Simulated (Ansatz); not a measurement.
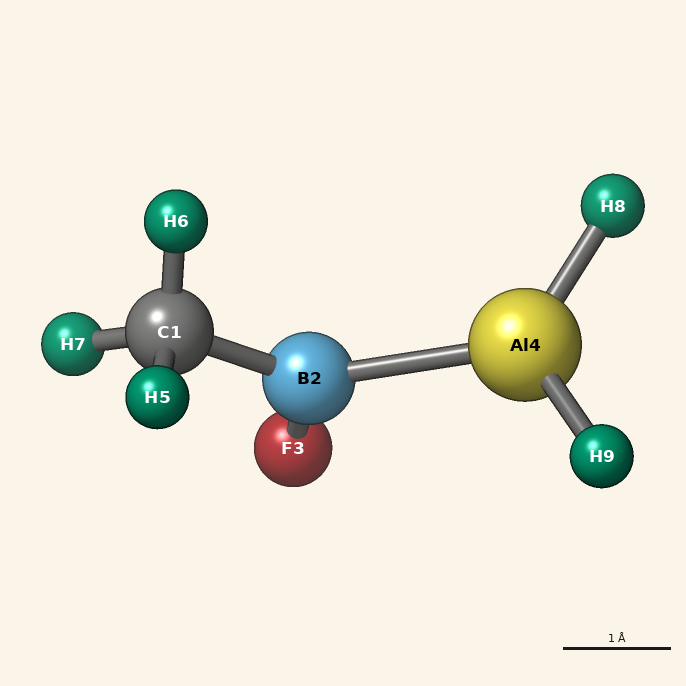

Atoms carry their numbers in the input. The computed structure is the end point of a PBE0-D4/def2-TZVP optimisation.

**How are the neighbours of atom 2 arranged?**

B2 has 3 neighbours (C1 at 1.56, F3 at 1.34, Al4 at 2.17 Å); the arrangement is trigonal planar.

**What is the geometry at C1?**

C1 has 4 neighbours (B2 at 1.56, H5 at 1.10, H6 at 1.09, H7 at 1.09 Å); the arrangement is tetrahedral.

**What is the geometry at Al4?**

Al4 has 3 neighbours (B2 at 2.17, H8 at 1.59, H9 at 1.59 Å); the arrangement is trigonal planar.
